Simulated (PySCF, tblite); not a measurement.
# C6H6B2F2: dynamics, then NMR shifts on frames

How do NMR shifts of C6H6B2F2 (`FB(F)C1=CC=CBC=C1`) change as the atoms move?

Programs: tblite 0.8.0 and PySCF 2.14.0, with density-fitted response routines of our own. Each step states its level of theory. These are calculated values for one molecule in the gas phase, unless marked as measured. Atoms are numbered from 0 throughout.

## (1) Starting geometry

16 atoms, charge 0, multiplicity 1; geometry from: GFN2-xTB.

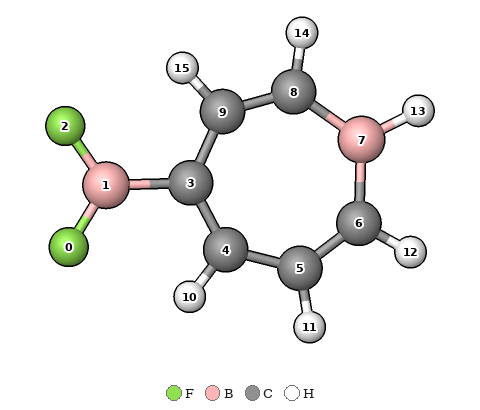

As it starts; fluorine green, boron pink, carbon grey, hydrogen white, atoms numbered.

## (2) Thermal motion with GFN2-xTB

Job settings and geometry (Å):

```
{"job": {"kind": "md", "xc": "GFN2-xTB", "basis": "xTB", "temperature": 300, "steps": 2000, "every": 50, "frames": 5}, "charge": 0, "multiplicity": 1}
F      3.433658    -0.813282    -0.435677
B      2.655679     0.191841    -0.073754
F      3.321504     1.291730     0.226500
C      1.097749     0.086214    -0.019756
C      0.553049    -1.124418    -0.399504
C     -0.783362    -1.568326    -0.490306
C     -1.933622    -0.891021    -0.211462
B     -2.106302     0.543763     0.285447
C     -0.931402     1.478315     0.551268
C      0.404804     1.257935     0.412301
H      1.284316    -1.873483    -0.684768
H     -0.873046    -2.595359    -0.834463
H     -2.837773    -1.472426    -0.370175
H     -3.194985     0.944209     0.470506
H     -1.173336     2.477052     0.903783
H      1.075470     2.076201     0.658648
```

With the program's defaults for keys left out, this is: GFN2-xTB Langevin dynamics, gas phase.

The run is started by

```console
$ OMP_NUM_THREADS=1 python probes_run.py task.json out
```

The driver reads the jobs from task.json and runs them one after another.

What it wrote:

```text
t/fs     T/K      E/eV
    0.0   244.0   -758.30124
   25.0   151.1   -758.02280
   50.0   201.1   -758.06623
   75.0   146.0   -758.01024
  100.0   161.7   -757.91152
  125.0   192.4   -757.94691
  150.0   252.2   -758.06898
  175.0   156.3   -757.93774
  200.0   179.6   -758.00380
  225.0   222.1   -758.00120
  250.0   237.2   -758.00762
  275.0   204.5   -757.91788
  300.0   309.8   -757.94728
  325.0   214.5   -757.67374
  350.0   328.8   -757.94982
  375.0   205.9   -757.78812
  400.0   260.3   -757.86616
  425.0   264.3   -757.87828
  450.0   312.4   -757.82804
  475.0   337.3   -757.71489
  500.0   292.5   -757.76774
  525.0   138.8   -757.62715
  550.0   258.6   -757.82341
  575.0   208.8   -757.82664
  600.0   279.7   -757.82706
  625.0   303.5   -757.79361
  650.0   225.6   -757.80751
  675.0   252.9   -757.90698
  700.0   274.5   -757.85562
  725.0   274.2   -757.80656
  750.0   192.1   -757.63729
  775.0   216.9   -757.61877
  800.0   240.0   -757.68574
  825.0   256.6   -757.81884
  850.0   153.7   -757.70592
  875.0   228.3   -757.91032
  900.0   235.4   -757.85535
  925.0   282.9   -757.87579
  950.0   236.5   -757.79406
  975.0   247.8   -757.72760
 1000.0   171.1   -757.83349
```

It took 11 s on 1 thread of Intel Xeon 6975P-C, shared host; peak memory 0.18 GiB.

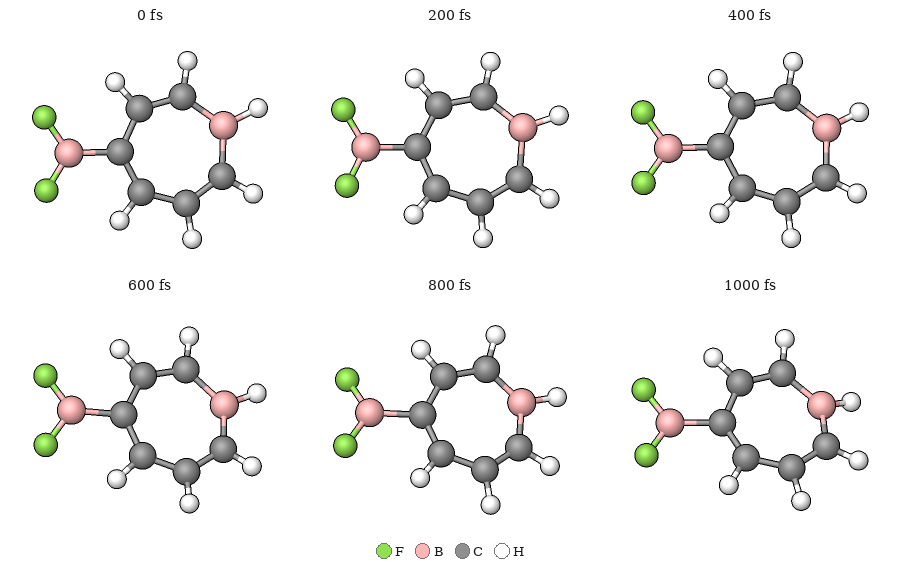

Frames of the run.

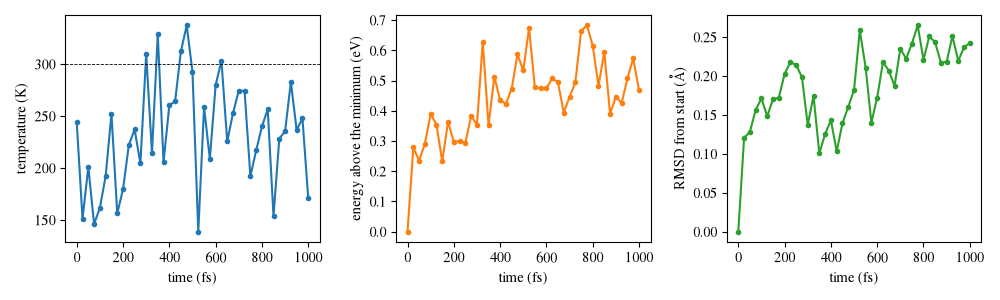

Temperature, potential energy and distance from the start.

Positions (Å) and forces (eV/Å) at 1000 fs:

```xyz
16

F     2.981   -0.346    0.394   -0.017   -0.872   -0.448
B     2.142    0.372    1.110   -0.524   -0.516   -1.207
F     2.825    1.284    1.718    0.156    1.153    1.161
C     0.568    0.285    0.992    0.993   -0.633   -1.007
C     0.002   -0.573    0.068   -0.134   -0.345    0.490
C    -1.334   -0.916   -0.209    0.160   -1.384   -1.875
C    -2.477   -0.504    0.333   -0.495    1.065    1.325
B    -2.529    0.367    1.597   -0.556   -0.028    0.174
C    -1.430    1.337    2.043    0.148    0.382    0.199
C    -0.104    1.245    1.751   -0.048    1.114    1.322
H     0.629   -1.195   -0.525    1.001   -0.150   -0.118
H    -1.489   -1.724   -0.995    0.670    0.940    0.617
H    -3.386   -0.906   -0.072   -0.271   -0.142   -0.053
H    -3.502    0.182    2.236    0.043    0.399    0.154
H    -1.632    2.188    2.716   -0.301   -0.557   -0.301
H     0.611    1.936    2.272   -0.826   -0.424   -0.434
```

## (3) Nuclear shieldings: 250 fs, PBE0/pcSseg-1

Job settings and geometry (Å):

```
{"job": {"kind": "nmr", "xc": "PBE0", "basis": "pcSseg-1", "pop": false}, "charge": 0, "multiplicity": 1}
F      3.232500    -0.601200    -0.324800
B      2.335300     0.185700     0.256000
F      2.999300     1.152700     0.907300
C      0.699300     0.026700     0.180700
C      0.236200    -1.185100    -0.243000
C     -1.059400    -1.744500    -0.372400
C     -2.256100    -1.032800    -0.359400
B     -2.514900     0.418700     0.041600
C     -1.449900     1.274000     0.674300
C     -0.106800     1.097100     0.696000
H      0.992300    -1.928200    -0.408700
H     -1.028200    -2.795300    -0.558300
H     -3.109300    -1.671400    -0.644000
H     -3.578800     0.863900    -0.128500
H     -1.764100     2.227600     1.135100
H      0.540700     1.813500     1.170300
```

Level: GIAO PBE0/pcSseg-1 NMR shielding, non-relativistic, gas phase.

What it wrote:

```text
coarse grid: 14584 points
cycle   1  E = -480.9682225678  dE =  1.391e+00  |g| = 7.004e-01  |ddm| = 3.909e+00
cycle   2  E = -480.8556139209  dE =  1.126e-01  |g| = 1.059e+00  |ddm| = 1.302e+00
cycle   3  E = -481.0620601779  dE = -2.064e-01  |g| = 1.320e-01  |ddm| = 8.687e-01
cycle   4  E = -481.0661832485  dE = -4.123e-03  |g| = 5.882e-02  |ddm| = 1.770e-01
cycle   5  E = -481.0671486337  dE = -9.654e-04  |g| = 1.546e-02  |ddm| = 6.918e-02
cycle   6  E = -481.0672119384  dE = -6.330e-05  |g| = 3.795e-03  |ddm| = 1.816e-02
cycle   7  E = -481.0672153338  dE = -3.395e-06  |g| = 1.056e-03  |ddm| = 4.104e-03
final grid: 145104 points
cycle   8  E = -481.1316174762  dE = -6.182e-05  |g| = 7.470e-03  |ddm| = 3.874e-02
cycle   9  E = -481.1316134119  dE =  4.064e-06  |g| = 8.424e-03  |ddm| = 1.453e-02
cycle  10  E = -481.1316313440  dE = -1.793e-05  |g| = 1.248e-03  |ddm| = 8.252e-03
cycle  11  E = -481.1316317492  dE = -4.052e-07  |g| = 4.697e-04  |ddm| = 1.643e-03
cycle  12  E = -481.1316318117  dE = -6.248e-08  |g| = 8.467e-05  |ddm| = 4.992e-04
cycle  13  E = -481.1316318130  dE = -1.247e-09  |g| = 4.915e-05  |ddm| = 1.088e-04
cycle  14  E = -481.1316318135  dE = -5.741e-10  |g| = 9.049e-06  |ddm| = 4.654e-05
converged SCF energy = -481.1316318135

GIAO shielding tensors (ppm)
atom      isotropic    diamagn.    paramagn.     s11        s22        s33       span
  0 F      249.594     468.014    -218.420     83.683    295.080    370.020    286.337
  1 B       74.607     192.863    -118.257     60.131     77.903     85.786     25.655
  2 F      247.104     468.034    -220.931     74.392    296.073    370.845    296.453
  3 C       44.079     260.299    -216.220    -58.676     30.576    160.338    219.014
  4 C       34.084     256.621    -222.538    -83.993     23.318    162.926    246.919
  5 C       26.555     255.451    -228.895   -101.255     23.336    157.585    258.840
  6 C       12.567     255.203    -242.637   -127.217     -8.401    173.318    300.535
  7 B       55.471     191.923    -136.451      9.417     25.830    131.166    121.750
  8 C       31.015     255.096    -224.082   -105.728     21.152    177.620    283.348
  9 C       29.613     253.261    -223.648    -87.129     12.614    163.354    250.483
 10 H       23.680      33.021      -9.341     18.724     22.207     30.108     11.383
 11 H       23.152      30.491      -7.339     19.727     21.615     28.116      8.389
 12 H       22.530      27.800      -5.270     19.139     20.812     27.638      8.499
 13 H       25.154      29.307      -4.154     23.163     24.204     28.094      4.931
 14 H       22.898      28.621      -5.723     20.150     20.873     27.670      7.521
 15 H       23.158      31.982      -8.824     18.111     21.799     29.564     11.453
```

Wall time 21 s (1 thread of Intel Xeon 6975P-C, shared host); peak memory 0.94 GiB.

Shifts follow as δ = σ(reference) − σ, with reference shieldings (ppm) from runs at the same level and on the same kind of geometry: 1H TMS 31.72, 13C TMS 186.9, 19F CFCl3 170.9, 11B BF3·OEt2 100.1. The references are single molecules in the gas phase, so shifts against H2O, NH3, PH3, H3PO4 or CFCl3 are not on the usual liquid scales and can be off by tens of ppm. Each atom is listed at this fixed geometry, with no averaging over motion; a spectrum would average atoms that exchange fast.

```
atoms                                              environment  σ (ppm)  δ (ppm)
   C6                                                alkene CH     12.6    174.4
   C5                                                alkene CH     26.6    160.4
   C9                                                alkene CH     29.6    157.3
   C8                                                alkene CH     31.0    155.9
   C4                                                alkene CH     34.1    152.8
   C3                          fully substituted alkene carbon     44.1    142.8
  H12                                 hydrogen on an alkene CH    22.53     9.19
  H14                                 hydrogen on an alkene CH    22.90     8.82
  H11                                 hydrogen on an alkene CH    23.15     8.56
  H15                                 hydrogen on an alkene CH    23.16     8.56
  H10                                 hydrogen on an alkene CH    23.68     8.04
  H13  hydrogen on a boron bonded to 2 C, in a 7-membered ring    25.15     6.56
   F2                                     fluorine bonded to B    247.1    -76.2
   F0                                     fluorine bonded to B    249.6    -78.6
   B7             boron bonded to 2 C, H, in a 7-membered ring     55.5     44.6
   B1                                   boron bonded to C, 2 F     74.6     25.5
```

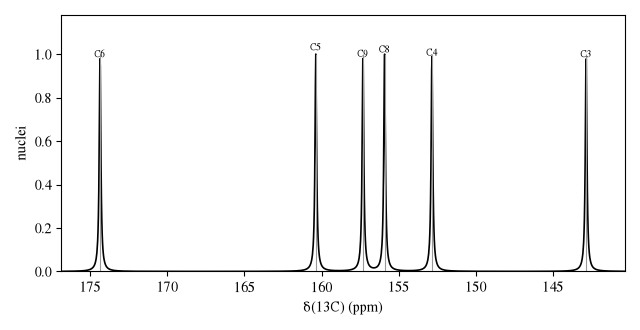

13C lines at the computed shifts, without couplings. Lines are broadened to a width of 0.13 ppm (Lorentzian).

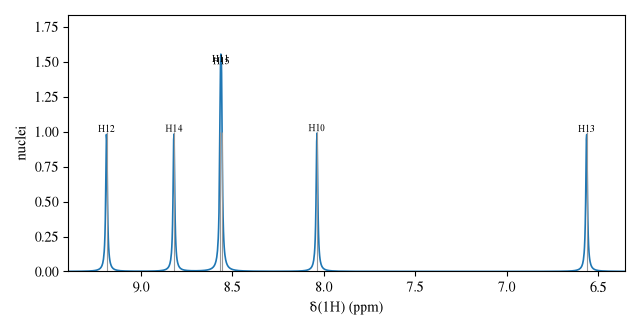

1H lines at the computed shifts, without couplings. Lines are broadened to a width of 0.01 ppm (Lorentzian).

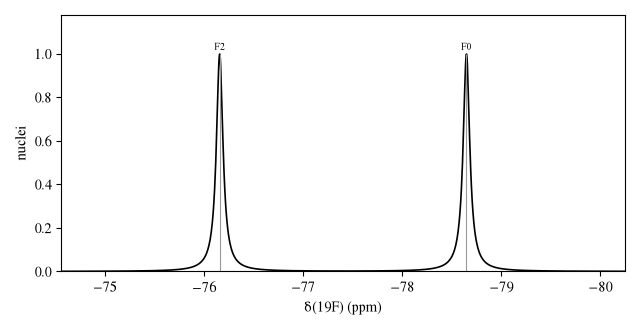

19F lines at the computed shifts, without couplings. Lines are broadened to a width of 0.08 ppm (Lorentzian).

Ring of atoms C3, C4, C5, C6, B7, C8, C9: NICS(0) -3.3, NICS(1) -7.3, NICS(1)zz -19.0 ppm (means of both faces).

## (4) Shielding tensors: 425 fs, PBE0/pcSseg-1

Job settings and geometry (Å):

```
{"job": {"kind": "nmr", "xc": "PBE0", "basis": "pcSseg-1", "pop": false}, "charge": 0, "multiplicity": 1}
F      2.723800    -0.881500     0.091400
B      1.945800     0.134400     0.513300
F      2.583200     1.219900     1.013200
C      0.381800    -0.031200     0.547000
C     -0.171500    -1.190000    -0.044300
C     -1.458800    -1.594900    -0.395300
C     -2.649700    -1.087600     0.113700
B     -2.869400     0.201000     0.927600
C     -1.783100     1.135200     1.270600
C     -0.406500     1.056800     1.055600
H      0.624400    -1.831900    -0.290800
H     -1.521200    -2.569300    -0.920200
H     -3.555800    -1.676000    -0.079400
H     -3.963900     0.566000     1.089900
H     -2.002300     2.042400     1.882500
H      0.223800     1.862600     1.379100
```

With the program's defaults for keys left out, this is: GIAO PBE0/pcSseg-1 NMR shielding, non-relativistic, gas phase.

What it wrote:

```text
coarse grid: 14584 points
cycle   1  E = -480.9699380592  dE =  1.336e+00  |g| = 6.880e-01  |ddm| = 3.867e+00
cycle   2  E = -480.8527156912  dE =  1.172e-01  |g| = 1.050e+00  |ddm| = 1.281e+00
cycle   3  E = -481.0612596549  dE = -2.085e-01  |g| = 1.409e-01  |ddm| = 8.746e-01
cycle   4  E = -481.0660994883  dE = -4.840e-03  |g| = 5.967e-02  |ddm| = 1.859e-01
cycle   5  E = -481.0670759961  dE = -9.765e-04  |g| = 1.709e-02  |ddm| = 7.028e-02
cycle   6  E = -481.0671538297  dE = -7.783e-05  |g| = 4.499e-03  |ddm| = 2.011e-02
cycle   7  E = -481.0671586964  dE = -4.867e-06  |g| = 1.794e-03  |ddm| = 5.594e-03
final grid: 145104 points
cycle   8  E = -481.1307396517  dE = -5.034e-05  |g| = 8.065e-03  |ddm| = 3.648e-02
cycle   9  E = -481.1307263179  dE =  1.333e-05  |g| = 1.060e-02  |ddm| = 1.633e-02
cycle  10  E = -481.1307546520  dE = -2.833e-05  |g| = 2.107e-03  |ddm| = 1.058e-02
cycle  11  E = -481.1307559791  dE = -1.327e-06  |g| = 3.834e-04  |ddm| = 2.358e-03
cycle  12  E = -481.1307560167  dE = -3.767e-08  |g| = 1.088e-04  |ddm| = 4.296e-04
cycle  13  E = -481.1307560190  dE = -2.244e-09  |g| = 5.456e-05  |ddm| = 1.350e-04
cycle  14  E = -481.1307560197  dE = -7.393e-10  |g| = 1.549e-05  |ddm| = 5.983e-05
converged SCF energy = -481.1307560197

GIAO shielding tensors (ppm)
atom      isotropic    diamagn.    paramagn.     s11        s22        s33       span
  0 F      258.999     469.593    -210.594     87.056    306.970    382.969    295.913
  1 B       72.803     196.967    -124.164     60.451     76.062     81.896     21.445
  2 F      259.670     468.985    -209.315     88.009    310.632    380.369    292.360
  3 C       40.829     261.441    -220.612    -70.064     27.625    164.927    234.991
  4 C       28.324     256.810    -228.486    -92.765      7.383    170.354    263.118
  5 C       33.907     251.536    -217.629    -85.252     26.145    160.826    246.078
  6 C        0.704     255.594    -254.890   -154.236    -19.034    175.382    329.618
  7 B       58.335     192.316    -133.982     10.815     31.789    132.400    121.585
  8 C       26.342     253.199    -226.857   -115.778     18.092    176.711    292.489
  9 C       16.900     253.597    -236.696   -109.070     -1.482    161.252    270.322
 10 H       23.322      34.432     -11.110     18.402     21.113     30.452     12.050
 11 H       22.648      28.535      -5.887     18.332     22.619     26.993      8.661
 12 H       21.870      27.871      -6.001     17.442     20.799     27.369      9.927
 13 H       25.244      28.959      -3.715     23.341     23.890     28.502      5.160
 14 H       22.695      27.798      -5.103     19.479     20.503     28.104      8.625
 15 H       22.737      32.639      -9.901     18.171     20.204     29.836     11.665
```

Run time: 21 s. Hardware: 1 thread of Intel Xeon 6975P-C, shared host; peak memory 0.97 GiB.

This run: δ C6 186.2, C9 170.0, C8 160.6, C4 158.6, H12 9.85, H11 9.07 ppm.

[end of part 1 of 2]
